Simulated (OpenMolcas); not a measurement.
# CH5FOSi: single-point calculation (part 1 of 3)

The run: single-point calculation of CH5FOSi, SMILES C[SiH](O)F. Method and program: CASSCF/ANO-R1, sfX2C (OpenMolcas 26.06).

The geometry comes from this level: PBE0-D4/def2-TZVP.

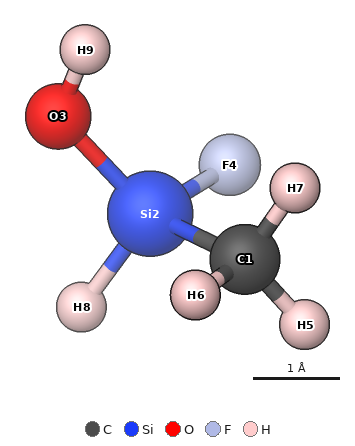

Figure 1. The structure as given in the input (ball-and-stick view, seen at a tilt; atoms are numbered from 1 in the order of the input). Bond lengths as drawn: C–H 1.09 Å, C–Si 1.85 Å, F–Si 1.60 Å, H–O 0.96 Å, H–Si 1.48 Å and O–Si 1.63 Å.

### Input
```
* CH5FOSi CASSCF
&gateway
coord=geom.xyz
basis=ANO-R0
group=NoSym
&seward
&rasscf
fileorb=$CurrDir/step1.LocOrb
alter=2
1 13 21
1 22 24
spin=1
nactel=2 0 0
inactive=20
ras2=2
orblisting=Nothing
>>> COPY $Project.RunFile RUNFIL1
>>> COPY $Project.RasOrb INPORB
&gateway
coord=geom.xyz
basis=ANO-R1
group=NoSym
ricd
&seward
>>> COPY $Project.RunFile RUNFIL2
&expbas
&rasscf
fileorb=$Project.ExpOrb
spin=1
nactel=2 0 0
inactive=20
ras2=2
orblisting=Nothing
```

### File geom.xyz
```
9

C     -1.059200     0.382700     0.202100
Si     0.598700    -0.059400    -0.491700
O      1.699800    -0.426000     0.658800
F      0.386100    -1.319200    -1.457200
H     -1.759300     0.624200    -0.601500
H     -0.982100     1.251700     0.860100
H     -1.484000    -0.445000     0.776700
H      1.214000     1.018000    -1.292600
H      1.474600    -1.073100     1.328200
```

Machine: 1 thread of AMD EPYC (Zen 3), 128 GiB of memory available, shared host.

Run as:
```bash
export MOLCAS_MEM=1860
pymolcas step2.inp > step2.log
```

### What the program printed
```
--- Start Module: gateway ---

                                              &GATEWAY

                       available to each process: 1.9 GB of memory, 1 thread

++    Symmetry information:
      ---------------------

                    Character Table for C1

                             E
                    a        1  x, y, xy, Rz, z, xz, Ry, yz, Rx, I
--

++    Basis set information:
      ----------------------

      Basis set label: C.ANO-R...2S1P.

      Electronic valence basis set:
      ------------------
      Associated Effective Charge   6.000000 au
      Associated Actual Charge      6.000000 au
      Nuclear Model: Finite nucleus - Gaussian distribution
        Gaussian exponent, Xi/bohr**(-2):  6.80775E+08

      Shell  nPrim  nBasis  Cartesian Spherical Contaminant
         s      12       2        X
         p       7       1        X

      Basis set label: SI.ANO-R...3S2P.

      Electronic valence basis set:
      ------------------
      Associated Effective Charge  14.000000 au
      Associated Actual Charge     14.000000 au
      Nuclear Model: Finite nucleus - Gaussian distribution
        Gaussian exponent, Xi/bohr**(-2):  4.34677E+08

      Shell  nPrim  nBasis  Cartesian Spherical Contaminant
         s      16       3        X
         p      11       2        X

      Basis set label: O.ANO-R...2S1P.

      Electronic valence basis set:
      ------------------
      Associated Effective Charge   8.000000 au
      Associated Actual Charge      8.000000 au
      Nuclear Model: Finite nucleus - Gaussian distribution
        Gaussian exponent, Xi/bohr**(-2):  5.86314E+08

      Shell  nPrim  nBasis  Cartesian Spherical Contaminant
         s      13       2        X
         p       8       1        X

      Basis set label: F.ANO-R...2S1P.

      Electronic valence basis set:
      ------------------
      Associated Effective Charge   9.000000 au
      Associated Actual Charge      9.000000 au
      Nuclear Model: Finite nucleus - Gaussian distribution
        Gaussian exponent, Xi/bohr**(-2):  5.35469E+08

      Shell  nPrim  nBasis  Cartesian Spherical Contaminant
         s      13       2        X
         p       8       1        X

      Basis set label: H.ANO-R...1S.

      Electronic valence basis set:
      ------------------
      Associated Effective Charge   1.000000 au
      Associated Actual Charge      1.000000 au
      Nuclear Model: Finite nucleus - Gaussian distribution
        Gaussian exponent, Xi/bohr**(-2):  2.12482E+09

      Shell  nPrim  nBasis  Cartesian Spherical Contaminant
         s       7       1        X
--

++    Molecular structure info:
      -------------------------

                    ************************************************
                    **** Cartesian Coordinates / bohr, angstrom ****
                    ************************************************

     Center  Label                x              y              z                     x              y              z
        1      C1              -2.001598       0.723198       0.381914             -1.059200       0.382700       0.202100
        2      SI2              1.131379      -0.112250      -0.929178              0.598700      -0.059400      -0.491700
        3      O3               3.212156      -0.805023       1.244952              1.699800      -0.426000       0.658800
        4      F4               0.729623      -2.492927      -2.753709              0.386100      -1.319200      -1.457200
        5      H5              -3.324595       1.179567      -1.136670             -1.759300       0.624200      -0.601500
        6      H6              -1.855900       2.365370       1.625353             -0.982100       1.251700       0.860100
        7      H7              -2.804354      -0.840928       1.467750             -1.484000      -0.445000       0.776700
        8      H8               2.294128       1.923741      -2.442660              1.214000       1.018000      -1.292600
        9      H9               2.786590      -2.027865       2.509934              1.474600      -1.073100       1.328200

                    ***************************************
                    *    InterNuclear Distances / bohr    *
                    ***************************************

               1 C1            2 SI2           3 O3            4 F4            5 H5            6 H6
    1 C1       0.000000
    2 SI2      3.497496        0.000000
    3 O3       5.501230        3.088108        0.000000
    4 F4       5.256915        3.026209        5.000127        0.000000
    5 H5       2.065113        4.644088        7.234628        5.704271        0.000000
    6 H6       2.064970        4.646296        5.990100        7.033077        3.345440        0.000000
    7 H7       2.066385        4.665429        6.020741        5.747940        3.337073        3.347350
    8 H8       5.279467        2.790676        4.678398        4.695890        5.816309        5.828078
    9 H9       5.918071        4.270457        1.810146        5.670391        7.805891        6.452574

               7 H7            8 H8            9 H9
    7 H7       0.000000
    8 H8       6.994942        0.000000
    9 H9       5.809786        6.354990        0.000000

                    *******************************************
                    *    InterNuclear Distances / angstrom    *
                    *******************************************

               1 C1            2 SI2           3 O3            4 F4            5 H5            6 H6
    1 C1       0.000000
    2 SI2      1.850795        0.000000
    3 O3       2.911125        1.634156        0.000000
    4 F4       2.781840        1.601401        2.645954        0.000000
    5 H5       1.092811        2.457545        3.828400        3.018570        0.000000
    6 H6       1.092735        2.458714        3.169824        3.721744        1.770331        0.000000
    7 H7       1.093484        2.468839        3.186039        3.041679        1.765903        1.771341
    8 H8       2.793774        1.476762        2.475702        2.484958        3.077858        3.084086
    9 H9       3.131708        2.259828        0.957888        3.000642        4.130700        3.414555

               7 H7            8 H8            9 H9
    7 H7       0.000000
    8 H8       3.701564        0.000000
    9 H9       3.074407        3.362916        0.000000

                    **************************************
                    *    Valence Bond Angles / degree    *
                    **************************************
                          Atom centers                 Phi
                      5 H5       1 C1       6 H6       108.20
                      5 H5       1 C1       7 H7       107.75
                      6 H6       1 C1       7 H7       108.24
--

            Nuclear Potential Energy            183.33019616 au

--- Stop Module: gateway /rc=_RC_ALL_IS_WELL_ ---

--- Start Module: seward ---

                                              &SEWARD

                       available to each process: 1.9 GB of memory, 1 thread

               SEWARD will generate:
                  Multipole Moment integrals up to order  2
                  Kinetic Energy integrals
                  Nuclear Attraction integrals (finite nuclei - Gaussian type)
                  One-Electron Hamiltonian integrals
                  Velocity integrals
                  Relativistic X2C integrals
                  Orbital angular momentum around (  0.8742  -0.6509  -0.6471 )
                  Velocity quadrupole around (  0.8742  -0.6509  -0.6471 )
                  Atomic mean-field integrals
                  Two-Electron Repulsion integrals

                   Integrals are discarded if absolute value <: 1.00E-14
                   Integral cutoff threshold is set to       <: 1.00E-16

            Nuclear Potential Energy            183.33019616 au

      Basis set specifications :
      Symmetry species         a
      Basis functions           29

--- Stop Module: seward /rc=_RC_ALL_IS_WELL_ ---
--- Module seward spent 2 seconds ---

--- Start Module: rasscf ---

                                              &RASSCF

                       available to each process: 1.9 GB of memory, 1 thread

      Header of the ONEINT file:
      --------------------------

      OrdInt status: non-squared

      Cartesian coordinates in angstrom:
      -----------------------------------------------------
      No.  Label        X            Y            Z
      -----------------------------------------------------
       1   C1        -1.05920000   0.38270000   0.20210000
       2   SI2        0.59870000  -0.05940000  -0.49170000
       3   O3         1.69980000  -0.42600000   0.65880000
       4   F4         0.38610000  -1.31920000  -1.45720000
       5   H5        -1.75930000   0.62420000  -0.60150000
       6   H6        -0.98210000   1.25170000   0.86010000
       7   H7        -1.48400000  -0.44500000   0.77670000
       8   H8         1.21400000   1.01800000  -1.29260000
       9   H9         1.47460000  -1.07310000   1.32820000
      -----------------------------------------------------
      Nuclear repulsion energy =  183.33019616

++    Wave function specifications:
      -----------------------------

      Number of closed shell electrons          40
      Number of electrons in active shells       2
      Max number of holes in RAS1 space          0
      Max nr of electrons in RAS3 space          0
      Number of inactive orbitals               20
      Number of active orbitals                  2
      Number of secondary orbitals               7
      Spin quantum number                      0.0
      State symmetry                             1
--

++    Orbital specifications:
      -----------------------

      Symmetry species                           1
                                                 a
      Frozen orbitals                            0
      Inactive orbitals                         20
      Active orbitals                            2
      RAS1 orbitals                              0
      RAS2 orbitals                              2
      RAS3 orbitals                              0
      Secondary orbitals                         7
      Deleted orbitals                           0
      Number of basis functions                 29
--

++    CI expansion specifications:
      ----------------------------

      Number of CSFs                             3
      Number of spin combinations                3
      Number of determinants                     4
      Number of root(s) required                 1
      Root chosen for geometry opt.              1
      CI root used                               1

      highest root included in the CI            1
      max. size of the explicit Hamiltonian      3
--

++    Optimization specifications:
      ----------------------------

      RASSCF algorithm: Conventional
      Maximum number of macro iterations       200
      Maximum number of SX iterations          100
      Threshold for RASSCF energy            1.000E-08
      Threshold for max MO rotation          1.000E-01
      Threshold for max BLB element          1.000E-04
      Level shift parameter                  5.000E-01
      Make Quasi-Newton update
--

      The MO-coefficients are taken from the file:
      step1.LocOrb
      Title:Localised orbitals

      Total molecular charge    0.00

      Molecular orbitals exchanged:
        In symmetry  1 :  13  21
        In symmetry  1 :  22  24

      ************************************************************************************************************************
      *                                            Wave function control section                                             *
      ************************************************************************************************************************

                                         RASSCF iterations: Energy and convergence statistics
                                         ----------------------------------------------------

          iter iter root      energy       change     param      element    value   shift minimum  type update hh:mm:ss
 Nr of preliminary CI iterations:   1
        1   1   10    1  -504.10080667    0.00E+00  -1.30E-01*  21  29 1 -5.47E-03*  0.00   0.00    SX    NO    0:00:00
        2   1   10    1  -504.10246806   -1.66E-03* -4.24E-02   21  29 1 -2.71E-03*  0.00   0.00    SX    NO    0:00:00
        3   1    9    1  -504.10287799   -4.10E-04*  2.69E-02   10  22 1  2.05E-03*  0.00   0.00    SX    NO    0:00:00
        4   1    9    1  -504.10306384   -1.86E-04*  2.12E-02   10  22 1  1.66E-03*  0.00   0.00    SX    NO    0:00:00
        5   1    9    1  -504.10315932   -9.55E-05*  2.90E-02   10  22 1  1.04E-03*  0.00   2.50    LS   YES    0:00:00
        6   1    8    1  -504.10324491   -8.56E-05*  3.11E-02   19  29 1 -9.77E-04*  0.00   2.18    LS   YES    0:00:00
        7   1    9    1  -504.10327990   -3.50E-05*  1.46E-02   19  29 1 -1.33E-03*  0.00   1.11    QN   YES    0:00:00
        8   1    8    1  -504.10329975   -1.98E-05*  2.10E-02   10  22 1 -8.11E-04*  0.00   1.74    QN   YES    0:00:00
        9   1    8    1  -504.10331981   -2.01E-05*  1.16E-02   10  22 1 -8.14E-04*  0.00   1.58    LS   YES    0:00:00
       10   1    8    1  -504.10332295   -3.14E-06* -4.60E-03   19  29 1  8.18E-04*  0.00   1.06    QN   YES    0:00:00
       11   1    8    1  -504.10332606   -3.11E-06* -2.20E-03   10  22 1 -4.00E-04*  0.00   1.42    QN   YES    0:00:00
       12   1    7    1  -504.10332675   -6.89E-07*  2.82E-04   14  26 1  8.94E-05   0.00   0.99    QN   YES    0:00:00
       13   1    6    1  -504.10332679   -4.27E-08*  1.59E-04   19  29 1  3.02E-05   0.00   1.09    QN   YES    0:00:00
       14   1    5    1  -504.10332680   -5.06E-09  -2.08E-05   13  28 1 -1.10E-05   0.00   1.01    QN   YES    0:00:00
      Convergence after 14 iterations
       15   1    5    1  -504.10332680   -2.44E-10  -2.08E-05   19  29 1  8.29E-06   0.00   1.01    QN   YES    0:00:00

      ************************************************************************************************************************
                                                      Wave function printout:
                       occupation of active orbitals, and spin coupling of open shells (u,d: Spin up or down)
      ************************************************************************************************************************

      Note: transformation to natural orbitals
      has been made, which may change the order of the CSFs.

      printout of CI-coefficients larger than  0.05 for root  1
      energy=    -504.103327
      conf/sym  11     Coeff  Weight
             1  20   0.99419 0.98842
             3  02  -0.10762 0.01158

      Natural orbitals and occupation numbers for root  1
      sym 1:   1.976837   0.023163

      ************************************************************************************************************************
      *                                                    Final results                                                     *
      ************************************************************************************************************************

++    Final optimization conditions:
      ------------------------------

      Average CI energy                            -504.10332680
      RASSCF energy for state  1                   -504.10332680
      Super-CI energy                                -0.00000000
      RASSCF energy change                           -0.00000000
      Max change in MO coefficients              -2.975E-05
      Max non-diagonal density matrix element    -2.075E-05
      Maximum BLB matrix element                  8.285E-06
      (orbital pair  19,  29 in symmetry   1)
      Norm of electronic gradient            1.156E-05
--

      Final state energy(ies):
      ------------------------

::    RASSCF root number  1 Total energy:   -504.10332680
      Von Neumann Entropy (Root   1) =  0.09110

      Mulliken population analysis for root number:  1
      -----------------------------------------------

++    Molecular charges:
      ------------------

      Mulliken charges per centre
      ---------------------------

                C1      SI2     O3      F4      H5      H6      H7      H8      H9
      Total    7.1093 12.8909  8.5712  9.3457  0.7226  0.7306  0.7602  1.1870  0.6826

      N-E     -1.1093  1.1091 -0.5712 -0.3457  0.2774  0.2694  0.2398 -0.1870  0.3174

      Total electronic charge=   42.000000

      Total            charge=   -0.000000
--

      Expectation values of various properties for root number:  1
      -----------------------------------------------------------

++    Molecular properties:
      ---------------------

      Charge (e):
                      =   -0.0000
      Dipole Moment (debye):
      Origin of the operator (angstrom)=    0.4626   -0.3445   -0.3424
                   X= -9.6461E-01               Y= -1.0363E+00               Z=  1.6097E+00           Total=  2.1437E+00
      Quadrupole Moment (debye*angstrom):
      Origin of the operator (angstrom)=    0.4626   -0.3445   -0.3424
                  XX= -4.2053E+01              XY= -1.3817E+00              XZ=  5.0126E-01              YY= -3.9773E+01
                  YZ= -1.3066E+00              ZZ= -3.8632E+01
      In traceless form (debye*angstrom)
                  XX= -2.8501E+00              XY= -2.0725E+00              XZ=  7.5188E-01              YY=  5.6912E-01
                  YZ= -1.9600E+00              ZZ=  2.2810E+00
--
```
